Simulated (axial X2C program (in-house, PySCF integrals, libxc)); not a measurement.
# SnAg⁺: from the state search to constants

Aim: find the lowest determinant of SnAg⁺, scan the bond at several levels and fit the constants, once spin-free and once with spin–orbit coupling.

Program: an in-house X2C program for linear molecules on PySCF integrals. Level of theory: all-electron X2C, Sn dyall-v3z, Ag dyall-v3z. These are calculated values, not measurements.

**1. Set-up**

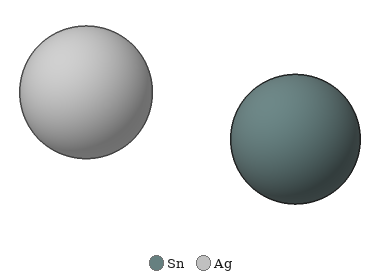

The two atoms at 2.680 Å (tin teal, silver light grey).

task.json

```json
{"zs": [50, 47], "q": 1, "bas": ["dyall-v3z", "dyall-v3z"], "levels": ["PBE0", "HF", "BP86", "PW91"], "cc": false, "r0": 2.68, "npts": 10, "nst": 2, "ntry": 6}
```

Keys: zs atomic numbers; q charge; bas basis sets; levels methods (HF also brings MP2); cc coupled cluster on or off; r0 starting distance in Å; npts points asked for on the curve; nst determinants followed; ntry starts of the search.

Command:

```bash
$ python so2c.py task.json out
```

Spin-free means the one-electron spin-free X2C Hamiltonian; two-component (2c) means X2C with spin–orbit coupling and atomic mean-field two-electron Coulomb and Gaunt terms. Basis: Sn dyall-v3z contracted to [11s12p9d1f], Ag dyall-v3z contracted to [12s12p8d3f2g]; Gaussian nuclei, density fitting. Masses: Sn 119.902 u, Ag 106.905 u.

Notation: σ, π±, δ± give the projection m of an orbital's angular momentum (0, ±1, ±2), α and β its spin, Λ and M_S the sums; ω is the projection of a spinor's total angular momentum and Ω the sum. Logs are in hartree.

The results follow Hamiltonian by Hamiltonian and level by level.

**2. State search with PBE0**

Determinants are compared with PBE0 at 2.680 Å.

Spin-free determinants:

```tsv
ΔE (eV)	state	open shells
0.00	M_S = 0, Λ = 0	closed shell
0.64	M_S = 1, Λ = 1	beyond closed shells: σα, π+α
0.86	M_S = 0, Λ = 1	beyond closed shells: σα, π+β
2.39	M_S = 1, Λ = 0	beyond closed shells: π+α, π-α
2.88	M_S = 1, Λ = 0	beyond closed shells: 2 × σα
3.13	M_S = 0, Λ = 0	beyond closed shells: π+β, π-α
3.13	M_S = 0, Λ = 2	beyond closed shells: π+α, π+β
```

Two-component determinants:

| ΔE (eV) | state | open shells |
| --- | --- | --- |
| 0.00 | Ω = 0 | closed shell |
| 0.76 | Ω = 1 | excess of +ω over −ω: 2 × ω = 1/2 |
| 0.86 | Ω = 2 | excess of +ω over −ω: ω = 1/2, ω = 3/2 |
| 1.08 | Ω = 1 | excess of +ω over −ω: ω = -1/2, ω = 3/2 |
| 4.84 | Ω = 3 | excess of +ω over −ω: ω = 1/2, ω = 5/2 |
| 4.84 | Ω = 2 | excess of +ω over −ω: ω = -1/2, ω = 5/2 |
| 4.92 | Ω = 1 | excess of +ω over −ω: ω = -1/2, ω = 3/2 |

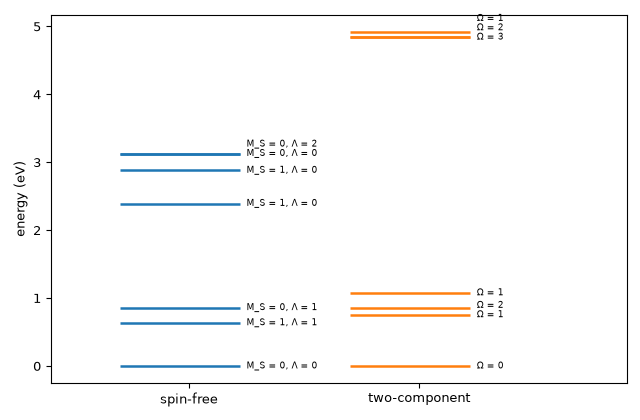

The determinants found, each set from its own lowest.

**3. PBE0, spin-free**

State followed: M_S = 0, Λ = 0 (closed shell). The scan is laid around 2.668 Å, a first estimate of the minimum, and this SCF restarts from the orbitals of the search.

Output at 2.668 Å:

```text
spin-free X2C-1e  PBE0
basis functions 226  fitting functions 1205  grid points 5802
iter        total energy     max residual
   1     -11491.060365858     2.25e+00
   2     -11491.158770038     4.00e-03
   3     -11491.158773065     1.06e-03
   4     -11491.158791879     1.51e-04
   5     -11491.158791939     4.61e-05
   6     -11491.158791971     2.18e-05
   7     -11491.158791976     6.54e-06
converged
one-electron -16731.77490034  Coulomb 5091.04256535  exact exchange -77.95872971  xc functional -238.57209222  nuclear repulsion 466.10436494
```

Along the bond, energies from the lowest point:

```
R (Å)  E (eV)  μ (D)  HOMO (eV)  LUMO (eV)  iterations
2.321  0.5005  -0.40     -11.30      -8.56          40
2.428  0.1896  -0.62     -11.23      -8.53          29
2.508  0.0662  -0.78     -11.17      -8.52          28
2.588  0.0089  -0.93     -11.10      -8.50          21
2.668  0.0000  -1.07     -11.03      -8.49           7
2.761  0.0330  -1.22     -10.94      -8.47          19
2.855  0.0982  -1.35     -10.85      -8.45          15
2.975  0.2120  -1.48     -10.72      -8.42          14
3.122  0.3770  -1.58     -10.56      -8.38          14
```

Dipoles are positive if Ag is the positive end and refer to the centre of mass.

Outer orbitals at the reference distance:

| symmetry | occupied | ε (eV) | atomic character |
| --- | --- | --- | --- |
| π+α | yes | -34.97 | 100% Sn d |
| π-α | yes | -34.97 | 100% Sn d |
| σα | yes | -34.85 | 100% Sn d |
| σα | yes | -18.14 | 72% Sn s, 12% Ag d, 9% Ag p |
| π+α | yes | -14.84 | 98% Ag d |
| π-α | yes | -14.84 | 98% Ag d |
| σα | yes | -14.77 | 86% Ag d, 8% Sn s, 4% Sn p |
| δ+α | yes | -14.63 | 100% Ag d |
| δ-α | yes | -14.63 | 100% Ag d |
| σα | yes | -11.03 | 60% Sn p, 31% Ag s, 3% Sn s |
| π+α | no | -8.49 | 88% Sn p, 7% Ag p, 4% Ag d |
| π-α | no | -8.49 | 88% Sn p, 7% Ag p, 4% Ag d |
| σα | no | -6.42 | 44% Ag s, 30% Ag p, 17% Sn p |
| π+α | no | -4.00 | 80% Ag p, 13% Sn d, 6% Sn p |

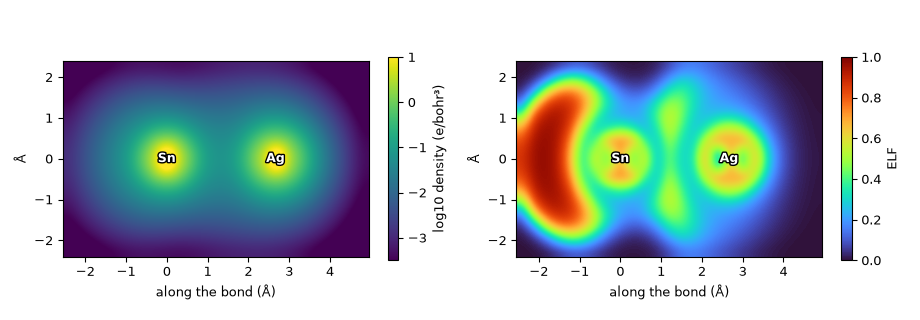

PBE0 fields in a plane through the axis, from a grid of 0.3 Å; Sn lies at z = 0 and Ag at z = 2.668 Å; the ELF is damped to zero where the density is low.

Re = 2.645 Å, ωe = 169.1 cm⁻¹, ωexe = 0.473 cm⁻¹, Be = 0.04264 cm⁻¹, De = 2.28 eV, μ = -1.03 D.

**4. HF, spin-free**

The SCF at the reference distance of 2.668 Å:

```text
spin-free X2C-1e  HF
basis functions 226  fitting functions 1205  grid points 5802
iter        total energy     max residual
   1     -11486.462888875     4.88e-01
   2     -11486.505211131     8.84e-03
   3     -11486.507473543     2.03e-02
   4     -11486.507870084     7.57e-03
   5     -11486.507968838     4.01e-04
   6     -11486.507974873     4.24e-04
   7     -11486.507975480     1.53e-04
   8     -11486.507975557     1.64e-05
   9     -11486.507975563     1.38e-05
  10     -11486.507975564     2.38e-06
converged
one-electron -16732.26051765  Coulomb 5091.69768161  exact exchange -312.04950447  xc functional 0.00000000  nuclear repulsion 466.10436494
```

Re = 2.844 Å, ωe = 132.4 cm⁻¹, ωexe = 0.282 cm⁻¹, Be = 0.03689 cm⁻¹, De = 0.855 eV, μ = 0.64 D.

**5. BP86, spin-free**

Output at 2.668 Å:

```text
spin-free X2C-1e  BP86
basis functions 226  fitting functions 1205  grid points 5802
iter        total energy     max residual
   1     -11493.192757207     2.16e-01
   2     -11493.198716964     1.57e-02
   3     -11493.200595048     2.63e-02
   4     -11493.201020889     1.70e-02
   5     -11493.201108851     9.24e-03
   6     -11493.201153057     6.94e-04
   7     -11493.201153567     6.18e-04
   8     -11493.201154056     8.31e-05
   9     -11493.201154067     6.21e-05
  10     -11493.201154071     4.70e-06
converged
one-electron -16730.72484859  Coulomb 5089.93657503  exact exchange 0.00000000  xc functional -318.51724545  nuclear repulsion 466.10436494
```

Re = 2.616 Å, ωe = 178.7 cm⁻¹, ωexe = 0.522 cm⁻¹, Be = 0.0436 cm⁻¹, De = 2.46 eV, μ = -1.66 D.

**6. PW91, spin-free**

Output at 2.668 Å:

```text
spin-free X2C-1e  PW91
basis functions 226  fitting functions 1205  grid points 5802
iter        total energy     max residual
   1     -11492.763228947     1.56e-01
   2     -11492.769724837     1.29e-02
   3     -11492.771089758     1.47e-02
   4     -11492.771366691     9.78e-03
   5     -11492.771420414     4.63e-03
   6     -11492.771451964     5.77e-04
   7     -11492.771452341     3.58e-04
   8     -11492.771452679     6.78e-05
   9     -11492.771452686     4.08e-05
  10     -11492.771452688     2.28e-06
converged
one-electron -16730.98447742  Coulomb 5090.20317634  exact exchange 0.00000000  xc functional -318.09451655  nuclear repulsion 466.10436494
```

Re = 2.616 Å, ωe = 178.8 cm⁻¹, ωexe = 0.519 cm⁻¹, Be = 0.0436 cm⁻¹, De = 2.50 eV, μ = -1.64 D.

**7. MP2, spin-free**

Correlated methods: 24 electrons correlated (frozen shells, counted by type: Sn 4 s, 3 p, 1 d; Ag 4 s, 3 p, 1 d), 266 virtual spinors in MP2.

MP2: Re = 2.593 Å, ωe = 184.2 cm⁻¹, Be = 0.04437 cm⁻¹, De = 2.27 eV.

**8. A higher determinant, spin-free**

State: M_S = 1, Λ = 1 (beyond closed shells: σα, π+α).

Output at the reference distance:

```text
spin-free X2C-1e  PBE0
basis functions 226  fitting functions 1205  grid points 5802
iter        total energy     max residual
   1     -11491.041326656     2.03e+00
   2     -11491.135154701     4.15e-03
   3     -11491.135156465     1.09e-03
   4     -11491.135173691     2.31e-04
   5     -11491.135174182     1.42e-04
   6     -11491.135174228     1.81e-05
   7     -11491.135174230     6.32e-06
converged
one-electron -16731.33927057  Coulomb 5090.65298811  exact exchange -77.97164136  xc functional -238.58161536  nuclear repulsion 466.10436494
```

```
R (Å)  E above the lowest PBE0 point (eV)
2.321                               1.255
2.428                               0.928
2.508                               0.780
2.588                               0.691
2.668                               0.643
2.761                               0.623
2.855                               0.631
2.975                               0.666
3.122                               0.731
```

Re = 2.776 Å, ωe = 117.4 cm⁻¹, ωexe = 0.53 cm⁻¹, Be = 0.03871 cm⁻¹, μ = 0.76 D. Te = 0.62 eV.

**9. The spin-free curves together**

Energy (eV) of the followed determinant, spin-free, from each level's lowest point:

```
R (Å)   PBE0     HF    MP2   BP86   PW91
2.321  0.500  0.983  0.383  0.443  0.443
2.428  0.190  0.532  0.120  0.151  0.151
2.508  0.066  0.310  0.028  0.042  0.042
2.588  0.009  0.162  0.000  0.000  0.000
2.668  0.000  0.069  0.018  0.006  0.006
2.761  0.033  0.013  0.081  0.055  0.055
2.855  0.098  0.000  0.175  0.136  0.136
2.975  0.212  0.027  0.324  0.266  0.267
3.122  0.377  0.105  0.532  0.447  0.448
```

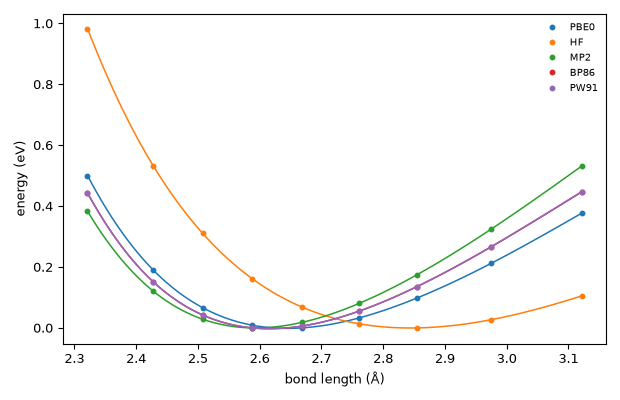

Curves of the followed state, spin-free, each from its own lowest point.

**10. PBE0, 2c**

State followed: Ω = 0 (closed shell). The scan is laid around 2.668 Å, a first estimate of the minimum, and this SCF restarts from the orbitals of the search.

Output at 2.668 Å:

```text
two-component X2C + atomic mean field  PBE0
basis functions 226  fitting functions 1205  grid points 5802
iter        total energy     max residual
   1     -11486.251316960     2.22e+00
   2     -11486.349648845     3.94e-03
   3     -11486.349651634     9.09e-04
   4     -11486.349670870     1.46e-04
   5     -11486.349670891     7.19e-05
   6     -11486.349670979     2.89e-05
   7     -11486.349670989     1.97e-05
   8     -11486.349670998     6.16e-06
converged
one-electron -16718.24414311  Coulomb 5088.48304905  exact exchange -77.91226474  xc functional -238.43489854  nuclear repulsion 466.10436494  atomic mean-field constant -6.34577860
```

Along the bond, energies from the lowest point:

```
R (Å)  E (eV)  μ (D)  HOMO (eV)  LUMO (eV)  iterations
2.321  0.5144  -0.31     -11.32      -8.67          49
2.428  0.2010  -0.51     -11.25      -8.64          36
2.508  0.0746  -0.65     -11.20      -8.62          33
2.588  0.0135  -0.78     -11.13      -8.60          25
2.668  0.0000  -0.90     -11.07      -8.58           8
2.761  0.0266  -1.02     -10.98      -8.55          24
2.855  0.0841  -1.11     -10.89      -8.53          17
2.975  0.1865  -1.18     -10.78      -8.48          16
3.122  0.3348  -1.20     -10.63      -8.42          15
```

Dipoles are positive if Ag is the positive end and refer to the centre of mass.

Outer spinors at the reference distance:

```tsv
ω	occupied	ε (eV)	atomic character	λ mixture
5/2	yes	-34.85	100% Sn d	100% δ
3/2	yes	-34.52	100% Sn d	89% π, 11% δ
1/2	yes	-34.39	100% Sn d	65% σ, 35% π
1/2	yes	-18.09	71% Sn s, 13% Ag d, 9% Ag p	100% σ
1/2	yes	-15.19	94% Ag d, 3% Sn s	69% π, 31% σ
3/2	yes	-15.10	99% Ag d	64% δ, 36% π
1/2	yes	-14.68	89% Ag d, 5% Sn s, 4% Sn p	69% σ, 31% π
3/2	yes	-14.65	98% Ag d	64% π, 36% δ
5/2	yes	-14.49	100% Ag d	100% δ
1/2	yes	-11.07	61% Sn p, 30% Ag s, 3% Ag d	96% σ, 4% π
1/2	no	-8.58	86% Sn p, 7% Ag p, 4% Ag d	96% π, 4% σ
3/2	no	-8.27	87% Sn p, 8% Ag p, 4% Ag d	100% π
1/2	no	-6.43	43% Ag s, 30% Ag p, 18% Sn p	99% σ, 1% π
1/2	no	-4.08	80% Ag p, 13% Sn d, 6% Sn p	100% π
```

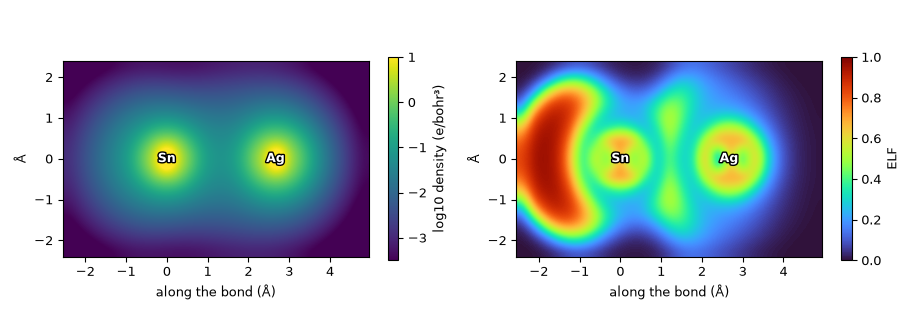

PBE0 fields in a plane through the axis, from a grid of 0.3 Å; Sn lies at z = 0 and Ag at z = 2.668 Å; the ELF is damped to zero where the density is low.

Re = 2.656 Å, ωe = 163.6 cm⁻¹, ωexe = 0.517 cm⁻¹, Be = 0.0423 cm⁻¹, De = 2.09 eV, μ = -0.88 D.

**11. HF, 2c**

The SCF at the reference distance of 2.668 Å:

```text
two-component X2C + atomic mean field  HF
basis functions 226  fitting functions 1205  grid points 5802
iter        total energy     max residual
   1     -11481.651566676     4.89e-01
   2     -11481.693877508     8.49e-03
   3     -11481.696230033     2.03e-02
   4     -11481.696691562     8.21e-03
   5     -11481.696853156     1.64e-03
   6     -11481.696937067     3.34e-03
   7     -11481.697018519     3.51e-03
   8     -11481.697072598     1.54e-03
   9     -11481.697089705     2.55e-04
  10     -11481.697092059     2.16e-04
  11     -11481.697092244     7.00e-05
  12     -11481.697092266     1.12e-05
  13     -11481.697092270     1.32e-05
  14     -11481.697092271     3.79e-06
  15     -11481.697092271     1.96e-07
converged
one-electron -16718.68886623  Coulomb 5089.09516760  exact exchange -311.86197998  xc functional 0.00000000  nuclear repulsion 466.10436494  atomic mean-field constant -6.34577860
```

Re = 2.874 Å, ωe = 122.4 cm⁻¹, ωexe = 0.356 cm⁻¹, Be = 0.03612 cm⁻¹, De = 0.896 eV, μ = 1.08 D.

**12. BP86, 2c**

The SCF at the reference distance of 2.668 Å:

```text
two-component X2C + atomic mean field  BP86
basis functions 226  fitting functions 1205  grid points 5802
iter        total energy     max residual
   1     -11488.383772487     2.17e-01
   2     -11488.389973010     1.49e-02
   3     -11488.391640457     2.46e-02
   4     -11488.392007636     1.62e-02
   5     -11488.392090732     8.58e-03
   6     -11488.392131739     8.22e-04
   7     -11488.392133637     6.99e-04
   8     -11488.392134971     4.21e-04
   9     -11488.392135454     2.10e-04
  10     -11488.392135473     2.70e-05
  11     -11488.392135480     2.86e-05
  12     -11488.392135481     5.11e-06
converged
one-electron -16717.20927226  Coulomb 5087.39314514  exact exchange 0.00000000  xc functional -318.33459469  nuclear repulsion 466.10436494  atomic mean-field constant -6.34577860
```

Re = 2.625 Å, ωe = 173.3 cm⁻¹, ωexe = 0.582 cm⁻¹, Be = 0.0433 cm⁻¹, De = 2.25 eV, μ = -1.56 D.

**13. PW91, 2c**

The SCF at the reference distance of 2.668 Å:

```text
two-component X2C + atomic mean field  PW91
basis functions 226  fitting functions 1205  grid points 5802
iter        total energy     max residual
   1     -11487.954488235     1.56e-01
   2     -11487.961160749     1.21e-02
   3     -11487.962356052     1.44e-02
   4     -11487.962591683     9.80e-03
   5     -11487.962643224     4.53e-03
   6     -11487.962672066     6.90e-04
   7     -11487.962673749     4.18e-04
   8     -11487.962674917     3.41e-04
   9     -11487.962675300     1.24e-04
  10     -11487.962675311     1.31e-05
  11     -11487.962675312     1.58e-05
converged
one-electron -16717.46855856  Coulomb 5087.65941194  exact exchange 0.00000000  xc functional -317.91211503  nuclear repulsion 466.10436494  atomic mean-field constant -6.34577860
```

Re = 2.625 Å, ωe = 173.3 cm⁻¹, ωexe = 0.58 cm⁻¹, Be = 0.0433 cm⁻¹, De = 2.31 eV, μ = -1.54 D.

**14. MP2, 2c**

Correlated methods: 24 electrons correlated (frozen shells, counted by type: Sn 4 s, 3 p, 1 d; Ag 4 s, 3 p, 1 d), 266 virtual spinors in MP2.

MP2: Re = 2.604 Å, ωe = 179.6 cm⁻¹, Be = 0.04398 cm⁻¹, De = 1.98 eV.

**15. A higher determinant, 2c**

State: Ω = 1 (excess of +ω over −ω: 2 × ω = 1/2).

Output at the reference distance:

```text
two-component X2C + atomic mean field  PBE0
basis functions 226  fitting functions 1205  grid points 5802
iter        total energy     max residual
   1     -11486.226254557     2.11e+00
   2     -11486.321651596     4.35e-03
   3     -11486.321654693     1.01e-03
   4     -11486.321670707     2.53e-04
   5     -11486.321671122     1.58e-04
   6     -11486.321671163     1.90e-05
   7     -11486.321671167     9.29e-06
converged
one-electron -16717.71928310  Coulomb 5087.99873692  exact exchange -77.92119459  xc functional -238.43851673  nuclear repulsion 466.10436494  atomic mean-field constant -6.34577860
```

```
R (Å)  E above the lowest PBE0 point (eV)
2.321                               1.408
2.428                               1.071
2.508                               0.916
2.588                               0.818
2.668                               0.762
2.761                               0.733
2.855                               0.731
2.975                               0.754
3.122                               0.804
```

Re = 2.815 Å, ωe = 107.5 cm⁻¹, ωexe = 0.524 cm⁻¹, Be = 0.03763 cm⁻¹, μ = 0.54 D. Te = 0.73 eV.

**16. The 2c curves together**

Energy (eV) of the followed determinant, 2c, from each level's lowest point:

```
R (Å)   PBE0     HF    MP2   BP86   PW91
2.321  0.514  1.009  0.405  0.453  0.453
2.428  0.201  0.557  0.133  0.158  0.158
2.508  0.075  0.334  0.035  0.046  0.046
2.588  0.014  0.182  0.000  0.000  0.000
2.668  0.000  0.084  0.012  0.001  0.001
2.761  0.027  0.022  0.067  0.044  0.044
2.855  0.084  0.000  0.152  0.116  0.116
2.975  0.187  0.014  0.289  0.233  0.234
3.122  0.335  0.072  0.479  0.395  0.396
```

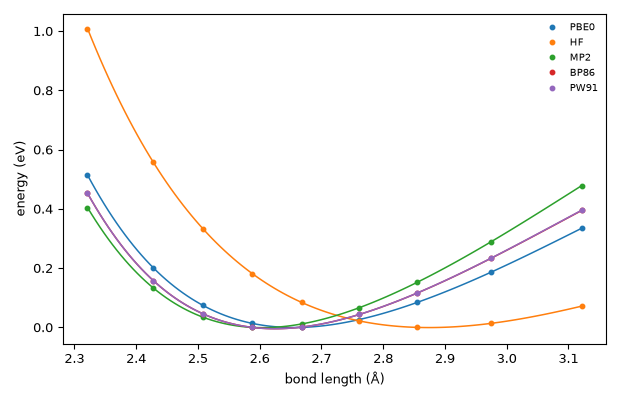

Curves of the followed state, 2c, each from its own lowest point.

Time for the job: 5.9 min (1 thread of Arm Neoverse N1, shared host); peak memory 0.56 GiB.

**17. What came out**

Lowest determinant that the search found at its distance, spin-free: M_S = 0, Λ = 0 (closed shell).

Lowest determinant that the search found at its distance, 2c: Ω = 0 (closed shell).

```
Hamiltonian  level  Re (Å)  ωe (cm⁻¹)  De (eV)  μ (D)
  spin-free   PBE0   2.645      169.1     2.28  -1.03
  spin-free     HF   2.844      132.4    0.855   0.64
  spin-free    MP2   2.593      184.2     2.27    n/a
  spin-free   BP86   2.616      178.7     2.46  -1.66
  spin-free   PW91   2.616      178.8     2.50  -1.64
         2c   PBE0   2.656      163.6     2.09  -0.88
         2c     HF   2.874      122.4    0.896   1.08
         2c    MP2   2.604      179.6     1.98    n/a
         2c   BP86   2.625      173.3     2.25  -1.56
         2c   PW91   2.625      173.3     2.31  -1.54
```

Dipoles are positive if Ag is the positive end and refer to the centre of mass.

Time per point (s) on 1 thread of Arm Neoverse N1, shared host (2c runs); the times are rough: PBE0 3.6, HF 2.7, MP2 3.5, BP86 1.6, PW91 1.6.

At MP2, going from spin-free to two-component changes Re by +11 mÅ, ωe by -2.5 %, which is small (part of it comes from the scalar share of the two-electron terms). It costs about 1.9 times the time. De moves by -0.30 eV; both De rest on single-determinant atoms, which can miss part of an open shell's spin–orbit lowering.

De refers to Sn+ + Ag; at HF, spin-free, to Sn + Ag+; at HF, two-component, to Sn + Ag+, each in the lowest determinant found, which need not be this curve's own limit. Each curve is one determinant whose occupation by symmetry is held fixed; it was picked as the lowest of a PBE0 search that is not exhaustive. The closed shell is kept restricted; where the fragments are open shells, the energy then runs too high at long range. De is counted from the lowest determinant-based energies of the atoms at the same level, without counterpoise correction.
